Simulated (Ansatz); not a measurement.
Run report: GaNH3ClO, molecular dynamics (part 2 of 2)

The same run, continued: GaNH3ClO; RKS PBE-D4/def2-SVP (Ansatz 0.2.0). It belongs to a series of runs on one base structure; here: dynamics from the start.

Geometry of the input (Å):
```
Ga 0.0484  0.0186  -0.0298
O  0.0055  -0.4292  1.7066
H  -0.9029  -0.3883  2.0575
N  1.6358  0.1439  -0.8995
H  2.4460  -0.3523  -0.5219
H  1.6435  0.1482  -1.9212
Cl -1.7934  0.5777  -1.0196
```

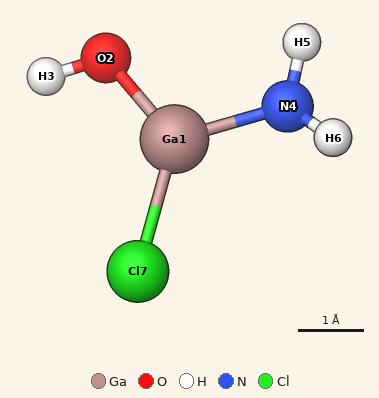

*The geometry at step 149 of the log (ball-and-stick view, seen at a tilt; atoms are numbered from 1 in the order of the input).*

**The program's output, continued**
```
md step   118: t =    59.00 fs  T =    51.2 K  F+E_penalty+E_count = -68458.97539215 eV  E_kin = 0.033065 eV  conserved = -68458.94232696 eV  (30 SCF iters)
md step   119: t =    59.50 fs  T =    65.2 K  F+E_penalty+E_count = -68458.98440232 eV  E_kin = 0.042108 eV  conserved = -68458.94229416 eV  (30 SCF iters)
md step   120: t =    60.00 fs  T =    81.7 K  F+E_penalty+E_count = -68458.99512624 eV  E_kin = 0.052811 eV  conserved = -68458.94231551 eV  (30 SCF iters)
md step   121: t =    60.50 fs  T =    95.3 K  F+E_penalty+E_count = -68459.00391665 eV  E_kin = 0.061590 eV  conserved = -68458.94232644 eV  (30 SCF iters)
md step   122: t =    61.00 fs  T =   101.3 K  F+E_penalty+E_count = -68459.00774677 eV  E_kin = 0.065454 eV  conserved = -68458.94229283 eV  (30 SCF iters)
md step   123: t =    61.50 fs  T =    97.0 K  F+E_penalty+E_count = -68459.00503268 eV  E_kin = 0.062719 eV  conserved = -68458.94231337 eV  (30 SCF iters)
md step   124: t =    62.00 fs  T =    83.8 K  F+E_penalty+E_count = -68458.99648154 eV  E_kin = 0.054155 eV  conserved = -68458.94232653 eV  (30 SCF iters)
md step   125: t =    62.50 fs  T =    66.9 K  F+E_penalty+E_count = -68458.98556880 eV  E_kin = 0.043247 eV  conserved = -68458.94232154 eV  (30 SCF iters)
md step   126: t =    63.00 fs  T =    54.8 K  F+E_penalty+E_count = -68458.97776218 eV  E_kin = 0.035440 eV  conserved = -68458.94232250 eV  (31 SCF iters)
md step   127: t =    63.50 fs  T =    55.1 K  F+E_penalty+E_count = -68458.97795013 eV  E_kin = 0.035621 eV  conserved = -68458.94232907 eV  (31 SCF iters)
md step   128: t =    64.00 fs  T =    69.7 K  F+E_penalty+E_count = -68458.98737976 eV  E_kin = 0.045029 eV  conserved = -68458.94235031 eV  (31 SCF iters)
md step   129: t =    64.50 fs  T =    92.8 K  F+E_penalty+E_count = -68459.00229015 eV  E_kin = 0.059973 eV  conserved = -68458.94231732 eV  (30 SCF iters)
md step   130: t =    65.00 fs  T =   113.5 K  F+E_penalty+E_count = -68459.01563209 eV  E_kin = 0.073323 eV  conserved = -68458.94230901 eV  (30 SCF iters)
md step   131: t =    65.50 fs  T =   121.9 K  F+E_penalty+E_count = -68459.02109005 eV  E_kin = 0.078752 eV  conserved = -68458.94233761 eV  (28 SCF iters)
md step   132: t =    66.00 fs  T =   115.0 K  F+E_penalty+E_count = -68459.01662386 eV  E_kin = 0.074315 eV  conserved = -68458.94230904 eV  (30 SCF iters)
md step   133: t =    66.50 fs  T =    97.6 K  F+E_penalty+E_count = -68459.00539718 eV  E_kin = 0.063086 eV  conserved = -68458.94231107 eV  (30 SCF iters)
md step   134: t =    67.00 fs  T =    79.5 K  F+E_penalty+E_count = -68458.99369953 eV  E_kin = 0.051372 eV  conserved = -68458.94232760 eV  (30 SCF iters)
md step   135: t =    67.50 fs  T =    69.7 K  F+E_penalty+E_count = -68458.98738245 eV  E_kin = 0.045055 eV  conserved = -68458.94232744 eV  (31 SCF iters)
md step   136: t =    68.00 fs  T =    72.5 K  F+E_penalty+E_count = -68458.98918999 eV  E_kin = 0.046865 eV  conserved = -68458.94232488 eV  (31 SCF iters)
md step   137: t =    68.50 fs  T =    86.4 K  F+E_penalty+E_count = -68458.99812707 eV  E_kin = 0.055825 eV  conserved = -68458.94230228 eV  (31 SCF iters)
md step   138: t =    69.00 fs  T =   105.8 K  F+E_penalty+E_count = -68459.01068693 eV  E_kin = 0.068364 eV  conserved = -68458.94232281 eV  (31 SCF iters)
md step   139: t =    69.50 fs  T =   124.3 K  F+E_penalty+E_count = -68459.02267625 eV  E_kin = 0.080356 eV  conserved = -68458.94231982 eV  (30 SCF iters)
md step   140: t =    70.00 fs  T =   136.5 K  F+E_penalty+E_count = -68459.03051374 eV  E_kin = 0.088223 eV  conserved = -68458.94229039 eV  (30 SCF iters)
md step   141: t =    70.50 fs  T =   138.8 K  F+E_penalty+E_count = -68459.03203337 eV  E_kin = 0.089715 eV  conserved = -68458.94231796 eV  (30 SCF iters)
md step   142: t =    71.00 fs  T =   131.1 K  F+E_penalty+E_count = -68459.02707076 eV  E_kin = 0.084749 eV  conserved = -68458.94232159 eV  (30 SCF iters)
md step   143: t =    71.50 fs  T =   117.0 K  F+E_penalty+E_count = -68459.01795670 eV  E_kin = 0.075645 eV  conserved = -68458.94231139 eV  (31 SCF iters)
md step   144: t =    72.00 fs  T =   103.7 K  F+E_penalty+E_count = -68459.00937011 eV  E_kin = 0.067049 eV  conserved = -68458.94232090 eV  (31 SCF iters)
md step   145: t =    72.50 fs  T =    99.6 K  F+E_penalty+E_count = -68459.00672292 eV  E_kin = 0.064393 eV  conserved = -68458.94232965 eV  (30 SCF iters)
md step   146: t =    73.00 fs  T =   109.9 K  F+E_penalty+E_count = -68459.01338847 eV  E_kin = 0.071045 eV  conserved = -68458.94234310 eV  (31 SCF iters)
md step   147: t =    73.50 fs  T =   132.9 K  F+E_penalty+E_count = -68459.02823456 eV  E_kin = 0.085917 eV  conserved = -68458.94231716 eV  (31 SCF iters)
md step   148: t =    74.00 fs  T =   159.6 K  F+E_penalty+E_count = -68459.04546621 eV  E_kin = 0.103148 eV  conserved = -68458.94231816 eV  (31 SCF iters)
md step   149: t =    74.50 fs  T =   178.3 K  F+E_penalty+E_count = -68459.05755677 eV  E_kin = 0.115218 eV  conserved = -68458.94233918 eV  (30 SCF iters)
md step   150: t =    75.00 fs  T =   181.3 K  F+E_penalty+E_count = -68459.05947952 eV  E_kin = 0.117175 eV  conserved = -68458.94230484 eV  (28 SCF iters)
md step   151: t =    75.50 fs  T =   169.1 K  F+E_penalty+E_count = -68459.05157580 eV  E_kin = 0.109264 eV  conserved = -68458.94231176 eV  (30 SCF iters)
md step   152: t =    76.00 fs  T =   149.9 K  F+E_penalty+E_count = -68459.03922438 eV  E_kin = 0.096891 eV  conserved = -68458.94233316 eV  (30 SCF iters)
md step   153: t =    76.50 fs  T =   135.0 K  F+E_penalty+E_count = -68459.02960482 eV  E_kin = 0.087277 eV  conserved = -68458.94232822 eV  (31 SCF iters)
md step   154: t =    77.00 fs  T =   132.3 K  F+E_penalty+E_count = -68459.02783158 eV  E_kin = 0.085507 eV  conserved = -68458.94232479 eV  (31 SCF iters)
md step   155: t =    77.50 fs  T =   143.0 K  F+E_penalty+E_count = -68459.03470969 eV  E_kin = 0.092397 eV  conserved = -68458.94231286 eV  (31 SCF iters)
md step   156: t =    78.00 fs  T =   162.2 K  F+E_penalty+E_count = -68459.04718554 eV  E_kin = 0.104855 eV  conserved = -68458.94233034 eV  (31 SCF iters)
md step   157: t =    78.50 fs  T =   182.9 K  F+E_penalty+E_count = -68459.06049203 eV  E_kin = 0.118178 eV  conserved = -68458.94231431 eV  (30 SCF iters)
md step   158: t =    79.00 fs  T =   197.9 K  F+E_penalty+E_count = -68459.07019577 eV  E_kin = 0.127905 eV  conserved = -68458.94229108 eV  (30 SCF iters)
md step   159: t =    79.50 fs  T =   202.9 K  F+E_penalty+E_count = -68459.07343433 eV  E_kin = 0.131111 eV  conserved = -68458.94232320 eV  (30 SCF iters)
md step   160: t =    80.00 fs  T =   196.7 K  F+E_penalty+E_count = -68459.06944653 eV  E_kin = 0.127131 eV  conserved = -68458.94231571 eV  (30 SCF iters)
md step   161: t =    80.50 fs  T =   181.9 K  F+E_penalty+E_count = -68459.05986214 eV  E_kin = 0.117558 eV  conserved = -68458.94230434 eV  (30 SCF iters)
md step   162: t =    81.00 fs  T =   164.6 K  F+E_penalty+E_count = -68459.04868327 eV  E_kin = 0.106361 eV  conserved = -68458.94232224 eV  (31 SCF iters)
md step   163: t =    81.50 fs  T =   153.1 K  F+E_penalty+E_count = -68459.04130097 eV  E_kin = 0.098973 eV  conserved = -68458.94232751 eV  (31 SCF iters)
md step   164: t =    82.00 fs  T =   154.7 K  F+E_penalty+E_count = -68459.04233503 eV  E_kin = 0.100001 eV  conserved = -68458.94233384 eV  (31 SCF iters)
md step   165: t =    82.50 fs  T =   171.1 K  F+E_penalty+E_count = -68459.05292715 eV  E_kin = 0.110609 eV  conserved = -68458.94231810 eV  (31 SCF iters)
these checks for a lower state are left out or cut short: starts, cluster_reference, orbital_swaps, neighbouring_geometries, increment
1039 factors; their error is unknown
mean field -68458.92609266 eV, -2515.8191307785 hartree, gradient 1.6e-5 eV, S^2 0.000000; 0 other end points of the search recorded, 0 dependent functions left out
the calculation of the forces begins
reference -68458.92612871 eV, -2515.8191321033 hartree; 33, 33 occupied and 60, 60 virtual orbitals, 1039 factors
1039 factors; their error is unknown
mean field evaluation 1344: about -68458.9546 eV, gradient 3.0e0 eV
mean field -68458.92609266 eV, -2515.8191307785 hartree, gradient 1.6e-5 eV, S^2 0.000000; 1 other end points of the search recorded, 0 dependent functions left out
the calculation of the forces begins
reference -68458.92612871 eV, -2515.8191321033 hartree; 33, 33 occupied and 60, 60 virtual orbitals, 1039 factors
md step   166: t =    83.00 fs  T =   196.4 K  F+E_penalty+E_count = -68459.06926691 eV  E_kin = 0.126941 eV  conserved = -68458.94232567 eV  (28 SCF iters)
```

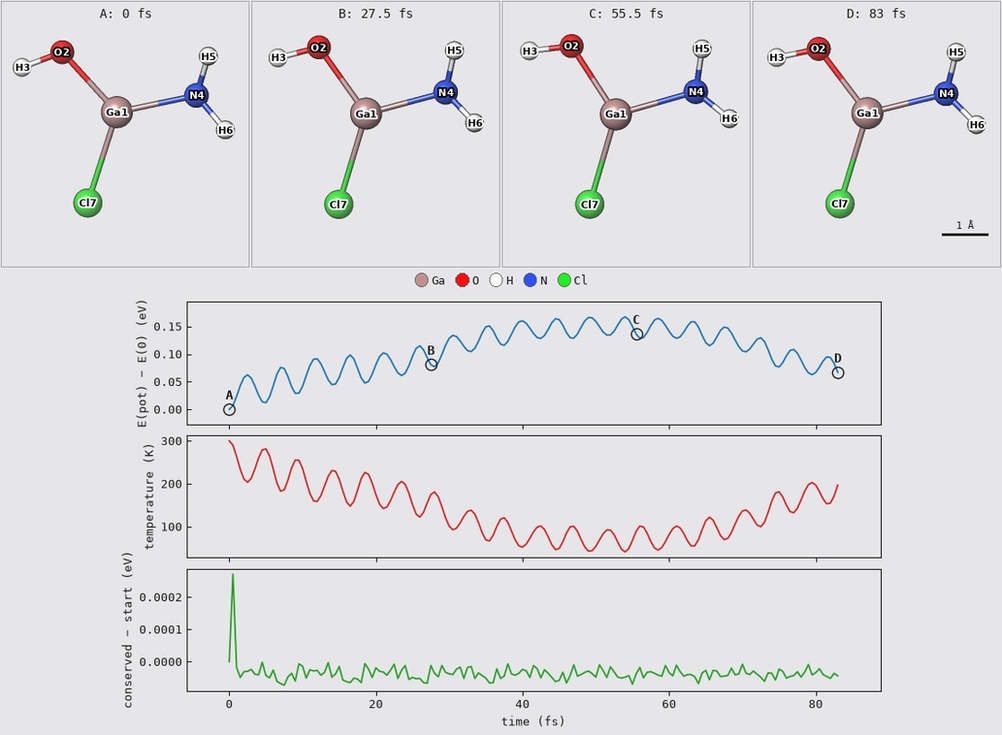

*Frames of the molecular dynamics (ball-and-stick, seen at a tilt) above the curves, on which the letters mark them.*

The trajectory kept here has 167 frames over 83 fs. The temperature starts at 300 K, ranges from 41 to 300 K and averages 103 K over the second half. The potential energy ends 0.067 eV above its first value. The conserved quantity stays within 0.00034 eV. After an unweighted best fit of the last frame on the first, the root-mean-square displacement is 0.10 Å.

```
Total energy: -68459.06930296 eV, -2515.8243936601 hartree
Atom 0 at     0.020203    -0.020686    -0.040422 Å, force    -0.284727     0.287263     0.107675 eV/Å
Atom 1 at     0.121501    -0.373958     1.705956 Å, force     0.474328    -0.125095    -0.073145 eV/Å
Atom 2 at    -0.718509    -0.428194     2.168408 Å, force    -0.621311    -0.015068     0.270735 eV/Å
Atom 3 at     1.626590     0.188254    -0.819863 Å, force     0.706459    -0.279669     1.199338 eV/Å
Atom 4 at     2.435454    -0.277534    -0.371682 Å, force    -0.399771     0.235703    -0.211458 eV/Å
Atom 5 at     1.719424     0.184215    -1.809323 Å, force     0.119755     0.016566    -1.347357 eV/Å
Atom 6 at    -1.793800     0.610479    -1.040431 Å, force     0.005266    -0.119700     0.054213 eV/Å
Dipole moment:     0.185033    -0.245323    -0.047392 e Å
```

**Trajectory as extended XYZ (Å, eV, eV/Å), 14 of the 167 frames kept, from step=0 to step=166**
```
7
Properties=species:S:1:pos:R:3:forces:R:3 step=0 time_fs=0.0 energy=-68459.13617 temperature=300.0
Ga    0.0484    0.0186   -0.0298   -0.0119   0.0019   0.0007
O     0.0055   -0.4292    1.7066    0.0181  -0.0065   0.0117
H    -0.9029   -0.3883    2.0575   -0.0130   0.0012   0.0051
N     1.6358    0.1439   -0.8995    0.0114   0.0001   0.0002
H     2.4460   -0.3523   -0.5219    0.0039  -0.0012   0.0000
H     1.6435    0.1482   -1.9212    0.0013   0.0011  -0.0080
Cl   -1.7934    0.5777   -1.0196   -0.0099   0.0034  -0.0096
7
Properties=species:S:1:pos:R:3:forces:R:3 step=13 time_fs=6.5 energy=-68459.07265 temperature=201.6
Ga    0.0355    0.0044   -0.0353    0.3422   0.0745   0.1098
O     0.0436   -0.4154    1.7236   -0.5344   0.0442   0.0157
H    -0.8505   -0.3835    2.1459    0.5821   0.0067  -0.4110
N     1.6548    0.1651   -0.8883    0.0842  -0.3759   2.5210
H     2.4546   -0.3310   -0.4461   -0.5124   0.3360  -0.3062
H     1.7223    0.1434   -1.8685    0.0411  -0.0475  -1.9452
Cl   -1.7968    0.5903   -1.0269   -0.0028  -0.0380   0.0159
7
Properties=species:S:1:pos:R:3:forces:R:3 step=26 time_fs=13.0 energy=-68459.06827 temperature=194.9
Ga    0.0245   -0.0093   -0.0402    0.5090   0.1336   0.2279
O     0.0815   -0.4008    1.7344    0.1031   0.0412  -0.5241
H    -0.7825   -0.3700    2.1795   -0.1377   0.0268  -0.0682
N     1.6670    0.1834   -0.8607   -0.4221  -0.0424  -1.2409
H     2.4427   -0.2905   -0.3995    0.1960  -0.1186   0.0590
H     1.7769    0.1280   -1.9150   -0.2818   0.0438   1.4929
Cl   -1.8002    0.6024   -1.0340    0.0335  -0.0843   0.0534
7
Properties=species:S:1:pos:R:3:forces:R:3 step=38 time_fs=19.0 energy=-68459.08564 temperature=221.8
Ga    0.0169   -0.0213   -0.0436    0.5528   0.2405   0.2638
O     0.1170   -0.3864    1.7339    0.3289   0.0090  -0.7146
H    -0.7403   -0.3496    2.1732   -0.5091   0.0178   0.2216
N     1.6684    0.1978   -0.8345   -0.6914   0.0546  -0.3316
H     2.4420   -0.2588   -0.3629    0.3297  -0.2145   0.2004
H     1.7718    0.1101   -1.8549   -0.0977   0.0298   0.2643
Cl   -1.8029    0.6128   -1.0400    0.0868  -0.1372   0.0961
7
Properties=species:S:1:pos:R:3:forces:R:3 step=51 time_fs=25.5 energy=-68459.02564 temperature=128.9
Ga    0.0117   -0.0328   -0.0459    0.3250   0.3630   0.1964
O     0.1531   -0.3704    1.7222   -0.7862  -0.0200   0.0575
H    -0.7267   -0.3270    2.1658    0.4688  -0.0489  -0.1713
N     1.6581    0.2110   -0.8046    0.2799  -0.2534   2.1534
H     2.4601   -0.2445   -0.3139   -0.6684   0.3293  -0.3631
H     1.7440    0.0975   -1.7770    0.2378  -0.1783  -2.0102
Cl   -1.8049    0.6225   -1.0455    0.1431  -0.1918   0.1374
7
Properties=species:S:1:pos:R:3:forces:R:3 step=64 time_fs=32.0 energy=-68459.02232 temperature=123.8
Ga    0.0082   -0.0424   -0.0471   -0.1231   0.4436   0.0336
O     0.1795   -0.3554    1.7067   -0.7595  -0.1184   0.4244
H    -0.6861   -0.3161    2.1726    0.3868  -0.0492  -0.1121
N     1.6454    0.2209   -0.7712    0.4094  -0.2380  -1.7225
H     2.4327   -0.2241   -0.2853   -0.0707  -0.0143  -0.0452
H     1.7452    0.0850   -1.8146   -0.0213   0.2077   1.2570
Cl   -1.8053    0.6300   -1.0494    0.1785  -0.2313   0.1648
7
Properties=species:S:1:pos:R:3:forces:R:3 step=77 time_fs=38.5 energy=-68459.00024 temperature=89.6
Ga    0.0042   -0.0492   -0.0480   -0.3143   0.5360  -0.1156
O     0.1949   -0.3436    1.6970    0.2243  -0.2166   0.1191
H    -0.6220   -0.3193    2.2032   -0.5555  -0.0087   0.3619
N     1.6394    0.2273   -0.7563   -0.2302   0.2351  -1.9322
H     2.3907   -0.2124   -0.2593    0.8109  -0.4591   0.5060
H     1.7785    0.1063   -1.7863   -0.0926   0.1597   0.8960
Cl   -1.8036    0.6348   -1.0514    0.1575  -0.2463   0.1649
7
Properties=species:S:1:pos:R:3:forces:R:3 step=89 time_fs=44.5 energy=-68458.97222 temperature=46.2
Ga   -0.0010   -0.0528   -0.0494   -0.1068   0.5777  -0.1244
O     0.2039   -0.3374    1.6970   -0.1837  -0.2185   0.4219
H    -0.5947   -0.3293    2.2527   -0.0706  -0.0073  -0.0761
N     1.6415    0.2321   -0.7606    0.5655  -0.3949   2.1321
H     2.4040   -0.2302   -0.2094   -0.6161   0.4274  -0.5354
H     1.8143    0.1463   -1.7243    0.3355  -0.1575  -1.9483
Cl   -1.8006    0.6368   -1.0516    0.0761  -0.2269   0.1303
7
Properties=species:S:1:pos:R:3:forces:R:3 step=102 time_fs=51.0 energy=-68458.99618 temperature=83.4
Ga   -0.0071   -0.0536   -0.0516    0.3145   0.5255   0.0230
O     0.2091   -0.3357    1.7067   -0.6946  -0.1882   0.5432
H    -0.5941   -0.3436    2.2812    0.4574   0.0113  -0.5247
N     1.6519    0.2324   -0.7615    0.4411  -0.3179  -0.8413
H     2.4014   -0.2181   -0.2098   -0.1815   0.1585  -0.2814
H     1.8692    0.1795   -1.7857   -0.3020  -0.0056   1.0101
Cl   -1.7964    0.6365   -1.0504   -0.0349  -0.1836   0.0711
7
Properties=species:S:1:pos:R:3:forces:R:3 step=115 time_fs=57.5 energy=-68458.98457 temperature=65.4
Ga   -0.0112   -0.0512   -0.0535    0.8519   0.4529   0.2675
O     0.2087   -0.3386    1.7204   -0.1856  -0.1133  -0.2820
H    -0.6073   -0.3566    2.2481   -0.1380  -0.0026  -0.0097
N     1.6635    0.2273   -0.7667   -1.0779   0.3986  -1.7160
H     2.4062   -0.1911   -0.2521    1.0340  -0.5835   0.6901
H     1.8752    0.2028   -1.7938   -0.3547  -0.0090   1.0347
Cl   -1.7927    0.6341   -1.0484   -0.1297  -0.1431   0.0154
7
Properties=species:S:1:pos:R:3:forces:R:3 step=128 time_fs=64.0 energy=-68458.98738 temperature=69.7
Ga   -0.0104   -0.0462   -0.0539    1.1238   0.3621   0.4624
O     0.2014   -0.3445    1.7286    0.1540  -0.0512  -0.7645
H    -0.6408   -0.3697    2.1926   -0.5752  -0.0310   0.3807
N     1.6640    0.2204   -0.7779   -0.1727  -0.3680   1.9679
H     2.4664   -0.1992   -0.2650   -0.5901   0.2378  -0.3221
H     1.8234    0.2105   -1.7519    0.2422  -0.0345  -1.7057
Cl   -1.7904    0.6300   -1.0461   -0.1820  -0.1153  -0.0188
7
Properties=species:S:1:pos:R:3:forces:R:3 step=140 time_fs=70.0 energy=-68459.03051 temperature=136.5
Ga   -0.0042   -0.0397   -0.0519    0.8554   0.2838   0.4848
O     0.1870   -0.3517    1.7264   -0.9209  -0.0940  -0.1046
H    -0.6951   -0.3863    2.1677    0.5006   0.0070  -0.1414
N     1.6552    0.2108   -0.7812    0.3240  -0.2576  -0.5662
H     2.4768   -0.2056   -0.2988   -0.5829   0.1992  -0.3313
H     1.7792    0.2064   -1.8126   -0.0136  -0.0310   0.6799
Cl   -1.7901    0.6250   -1.0443   -0.1626  -0.1073  -0.0211
7
Properties=species:S:1:pos:R:3:forces:R:3 step=153 time_fs=76.5 energy=-68459.02961 temperature=135.0
Ga    0.0072   -0.0310   -0.0472    0.2682   0.2783   0.3394
O     0.1587   -0.3613    1.7168   -0.6788  -0.1354   0.1282
H    -0.7160   -0.4082    2.1636    0.3679   0.0212  -0.1430
N     1.6417    0.1984   -0.7921   -1.0840   0.6714  -2.2091
H     2.4277   -0.2156   -0.3577    1.2914  -0.7311   0.7471
H     1.7437    0.1943   -1.8376   -0.0843   0.0134   1.1255
Cl   -1.7915    0.6184   -1.0424   -0.0804  -0.1179   0.0119
7
Properties=species:S:1:pos:R:3:forces:R:3 step=166 time_fs=83.0 energy=-68459.06927 temperature=196.4
Ga    0.0202   -0.0207   -0.0404   -0.2847   0.2873   0.1077
O     0.1215   -0.3740    1.7060    0.4743  -0.1251  -0.0731
H    -0.7185   -0.4282    2.1684   -0.6213  -0.0151   0.2707
N     1.6266    0.1883   -0.8199    0.7065  -0.2797   1.1993
H     2.4355   -0.2775   -0.3717   -0.3998   0.2357  -0.2115
H     1.7194    0.1842   -1.8093    0.1198   0.0166  -1.3474
Cl   -1.7938    0.6105   -1.0404    0.0053  -0.1197   0.0542
```
